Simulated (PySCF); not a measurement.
## Single-point calculation, with input and output: SnO

SnO (tin(ii) oxide), computed with RPA (SVWN5)/ccECP-cc-pVDZ, RKS, core potentials ccecp (PySCF 2.14.0).

The geometry comes from this level: GFN2-xTB.

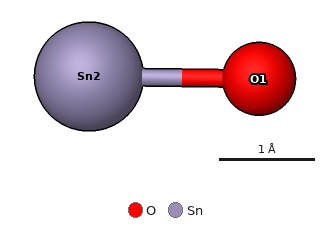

Fig. 1: The input geometry (ball-and-stick view, seen on its broad side; atoms are numbered from 1 in the order of the input). Sticks mark near contacts. Bond lengths as drawn: O–Sn 1.80 Å.

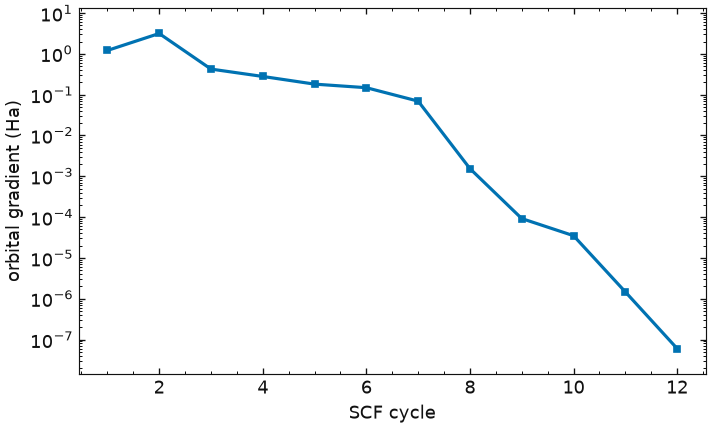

Fig. 2: Convergence of the self-consistent field: orbital gradient against the SCF cycle. The residual comes down, with one marked jump up, by a factor of about 2.5, at step 2.

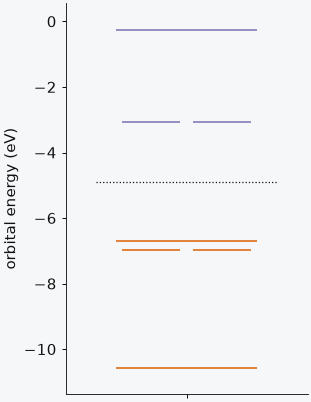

Fig. 3: Orbital energies near the frontier (SCF reference); the dotted line parts filled from empty levels, and levels within 0.02 eV of each other stand side by side. Highest filled −6.71 eV, lowest empty −3.07 eV, 3.64 eV apart.

These pictures come from the run below.

**Input file (input.py)**
```python
# tin(ii) oxide
from pyscf import gto, dft
from pyscf.gw.rpa import RPA

mol = gto.M(
    atom=[
    ('O', (0.000000, 0.000000, 0.000000)),
    ('Sn', (0.000000, 0.000000, 1.803580)),
],
    basis='ccecp-cc-pvdz',
    max_memory=1860,
    ecp={'O': 'ccecp', 'Sn': 'ccecp'},
    verbose=4,
)

ks = dft.RKS(mol)
ks.xc = 'svwn'
ks.conv_tol = 1e-10
ks.grids.level = 4
ks.kernel()
if not ks.converged:
    ks = ks.newton().run(ks.mo_coeff, ks.mo_occ)

rpa = RPA(ks)
rpa.kernel()
e_exx = ks.to_hf().energy_tot(ks.make_rdm1())
energy = e_exx + rpa.e_corr
print('Final energy', energy)
```

Launched with:
```bash
OMP_NUM_THREADS=1 python input.py
```

**Log**
```
PySCF version 2.14.0

[INPUT] num. atoms = 2
[INPUT] num. electrons = 10
[INPUT] charge = 0
[INPUT] spin (= nelec alpha-beta = 2S) = 0
[INPUT] symmetry False subgroup None
[INPUT] Mole.unit = angstrom
[INPUT] Symbol           X                Y                Z      unit          X                Y                Z       unit  Magmom
[INPUT]  1 O      0.000000000000   0.000000000000   0.000000000000 AA    0.000000000000   0.000000000000   0.000000000000 Bohr   0.0
[INPUT]  2 Sn     0.000000000000   0.000000000000   1.803580000000 AA    0.000000000000   0.000000000000   3.408272243743 Bohr   0.0

nuclear repulsion = 7.04169100460196
number of shells = 10
number of NR pGTOs = 90
number of NR cGTOs = 26
basis = ccecp-cc-pvdz
ecp = {'O': 'ccecp', 'Sn': 'ccecp'}

******** <class 'pyscf.dft.rks.RKS'> ********
method = RKS
initial guess = minao
damping factor = 0
level_shift factor = 0
DIIS = <class 'pyscf.scf.diis.CDIIS'>
diis_start_cycle = 1
diis_space = 8
diis_damp = 0
SCF conv_tol = 1e-10
SCF conv_tol_grad = None
SCF max_cycles = 50
direct_scf = True
direct_scf_tol = 1e-13
XC library pyscf.dft.libxc version 7.0.0
    S. Lehtola, C. Steigemann, M. J.T. Oliveira, and M. A.L. Marques.,  SoftwareX 7, 1–5 (2018)
XC functionals = svwn
    P. A. M. Dirac.,  Math. Proc. Cambridge Philos. Soc. 26, 376 (1930)
    F. Bloch.,  Z. Phys. 57, 545 (1929)
    S. H. Vosko, L. Wilk, and M. Nusair.,  Can. J. Phys. 58, 1200 (1980)
radial grids:
    Treutler-Ahlrichs [JCP 102, 346 (1995); DOI:10.1063/1.469408] (M4) radial grids

becke partition: Becke, JCP 88, 2547 (1988); DOI:10.1063/1.454033
pruning grids: <function nwchem_prune>
grids dens level: 4
symmetrized grids: False
atomic radii adjust function: <function treutler_atomic_radii_adjust>
small_rho_cutoff = 0
Set gradient conv threshold to 1e-05
Initial guess from minao.
tot grids = 60392
init E= -19.1661476977877
  HOMO = -0.309257405264078  LUMO = -0.123548077192382  gap/eV = 5.05341
cycle= 1 E= -18.9695740265478  delta_E= 0.197  |g|= 1.21  |ddm|= 2.55
  HOMO = -0.0162309626730928  LUMO = 0.139817693335739  gap/eV = 4.24630
cycle= 2 E= -12.8092809045162  delta_E= 6.16  |g|= 3.15  |ddm|= 5.45
  HOMO = -0.25315871090532  LUMO = -0.101703140312152  gap/eV = 4.12132
cycle= 3 E= -19.2809405618244  delta_E= -6.47  |g|= 0.423  |ddm|= 4.89
  HOMO = -0.241267429356181  LUMO = -0.117483077028985  gap/eV = 3.36834
cycle= 4 E= -19.3331588529556  delta_E= -0.0522  |g|= 0.279  |ddm|= 1.16
  HOMO = -0.240064991369422  LUMO = -0.111708724021624  gap/eV = 3.49275
cycle= 5 E= -19.3511017072338  delta_E= -0.0179  |g|= 0.181  |ddm|= 0.253
  HOMO = -0.242403442340028  LUMO = -0.112300169834849  gap/eV = 3.54029
cycle= 6 E= -19.3538621512652  delta_E= -0.00276  |g|= 0.148  |ddm|= 0.0368
  HOMO = -0.24477500519805  LUMO = -0.112939487189729  gap/eV = 3.58743
cycle= 7 E= -19.3583804889743  delta_E= -0.00452  |g|= 0.0693  |ddm|= 0.0854
  HOMO = -0.246264126399977  LUMO = -0.112553168771177  gap/eV = 3.63846
cycle= 8 E= -19.3596322388243  delta_E= -0.00125  |g|= 0.00154  |ddm|= 0.0778
  HOMO = -0.246482472602943  LUMO = -0.112690168392641  gap/eV = 3.64067
cycle= 9 E= -19.3596327655616  delta_E= -5.27e-07  |g|= 9.2e-05  |ddm|= 0.0015
  HOMO = -0.246484709479284  LUMO = -0.112687789625649  gap/eV = 3.64080
cycle= 10 E= -19.3596327672953  delta_E= -1.73e-09  |g|= 3.5e-05  |ddm|= 0.000157
  HOMO = -0.24648344764997  LUMO = -0.112687692423116  gap/eV = 3.64077
cycle= 11 E= -19.359632767612  delta_E= -3.17e-10  |g|= 1.47e-06  |ddm|= 4.12e-05
  HOMO = -0.246483536937951  LUMO = -0.11268774368237  gap/eV = 3.64077
cycle= 12 E= -19.3596327676126  delta_E= -5.4e-13  |g|= 6.01e-08  |ddm|= 1.51e-06
  HOMO = -0.246483549978924  LUMO = -0.112687743464299  gap/eV = 3.64077
Extra cycle  E= -19.3596327676125  delta_E= 4.26e-14  |g|= 3.71e-07  |ddm|= 4.71e-07
converged SCF energy = -19.3596327676125
ETB for Sn: l = 0, exps = 0.070518 * 2^n , n = 0..8
ETB for Sn: l = 1, exps = 0.06560054472334814 * 2^n , n = 0..7
ETB for Sn: l = 2, exps = 0.061026 * 2^n , n = 0..6
ETB for Sn: l = 3, exps = 0.14651494057603817 * 2^n , n = 0..3
ETB for Sn: l = 4, exps = 0.351762 * 2^n , n = 0..0
ETB for O: l = 0, exps = 0.250692 * 2^n , n = 0..8
ETB for O: l = 1, exps = 0.2047307979567315 * 2^n , n = 0..8
ETB for O: l = 2, exps = 0.167196 * 2^n , n = 0..8
ETB for O: l = 3, exps = 0.6420457469495456 * 2^n , n = 0..4
ETB for O: l = 4, exps = 2.465506 * 2^n , n = 0..0

WARN: Even tempered Gaussians are generated as DF auxbasis for  Sn O

******** <class 'pyscf.gw.rpa.RPA'> ********
method = RPA
nocc = 5  nmo = 26
mem_avail = 1729.97  mem_blk = 0.01  auxlen = 230

******** <class 'pyscf.df.df.DF'> ********
auxbasis = auxmol.basis = {'Sn': [[0, [np.float64(18.052608), 1]], [0, [np.float64(9.026304), 1]], [0, [np.float64(4.513152), 1]], [0, [np.float64(2.256576), 1]], [0, [np.float64(1.128288), 1]], [0, [np.float64(0.564144), 1]], [0, [np.float64(0.282072), 1]], [0, [np.float64(0.141036), 1]], [0, [np.float64(0.070518), 1]], [1, [np.float64(8.396869724588562), 1]], [1, [np.float64(4.198434862294281), 1]], [1, [np.float64(2.0992174311471405), 1]], [1, [np.float64(1.0496087155735703), 1]], [1, [np.float64(0.5248043577867851), 1]], [1, [np.float64(0.26240217889339257), 1]], [1, [np.float64(0.13120108944669628), 1]], [1, [np.float64(0.06560054472334814), 1]], [2, [np.float64(3.905664), 1]], [2, [np.float64(1.952832), 1]], [2, [np.float64(0.976416), 1]], [2, [np.float64(0.488208), 1]], [2, [np.float64(0.244104), 1]], [2, [np.float64(0.122052), 1]], [2, [np.float64(0.061026), 1]], [3, [np.float64(1.1721195246083054), 1]], [3, [np.float64(0.5860597623041527), 1]], [3, [np.float64(0.29302988115207634), 1]], [3, [np.float64(0.14651494057603817), 1]], [4, [np.float64(0.351762), 1]]], 'O': [[0, [np.float64(64.177152), 1]], [0, [np.float64(32.088576), 1]], [0, [np.float64(16.044288), 1]], [0, [np.float64(8.022144), 1]], [0, [np.float64(4.011072), 1]], [0, [np.float64(2.005536), 1]], [0, [np.float64(1.002768), 1]], [0, [np.float64(0.501384), 1]], [0, [np.float64(0.250692), 1]], [1, [np.float64(52.41108427692326), 1]], [1, [np.float64(26.20554213846163), 1]], [1, [np.float64(13.102771069230815), 1]], [1, [np.float64(6.551385534615408), 1]], [1, [np.float64(3.275692767307704), 1]], [1, [np.float64(1.637846383653852), 1]], [1, [np.float64(0.818923191826926), 1]], [1, [np.float64(0.409461595913463), 1]], [1, [np.float64(0.2047307979567315), 1]], [2, [np.float64(42.802176), 1]], [2, [np.float64(21.401088), 1]], [2, [np.float64(10.700544), 1]], [2, [np.float64(5.350272), 1]], [2, [np.float64(2.675136), 1]], [2, [np.float64(1.337568), 1]], [2, [np.float64(0.668784), 1]], [2, [np.float64(0.334392), 1]], [2, [np.float64(0.167196), 1]], [3, [np.float64(10.27273195119273), 1]], [3, [np.float64(5.136365975596365), 1]], [3, [np.float64(2.5681829877981825), 1]], [3, [np.float64(1.2840914938990913), 1]], [3, [np.float64(0.6420457469495456), 1]], [4, [np.float64(2.465506), 1]]]}
Lowest orbital energy difference:  1.3380e-01
E(RPA) = -19.4008539275714  E_corr = -0.405393831801294  E_hf = -18.9954600957701
Final energy -19.400865537109144
```

**Key numbers**

```json
{"quantity": "outcome", "value": "converged"}
{"quantity": "total energy", "value": "−19.400866 hartree"}
{"quantity": "SCF energy", "value": "−19.359633 hartree"}
{"quantity": "correlation energy", "value": "−0.405394 hartree"}
{"quantity": "basis functions", "value": "26"}
{"quantity": "HOMO of the SCF reference", "value": "−6.71 eV"}
{"quantity": "LUMO of the SCF reference", "value": "−3.07 eV"}
{"quantity": "hardware", "value": "1 thread of Arm Neoverse V2, 24 GiB of memory available, shared host"}
{"quantity": "wall time", "value": "1.5 s"}
{"quantity": "peak memory", "value": "0.14 GiB"}
```
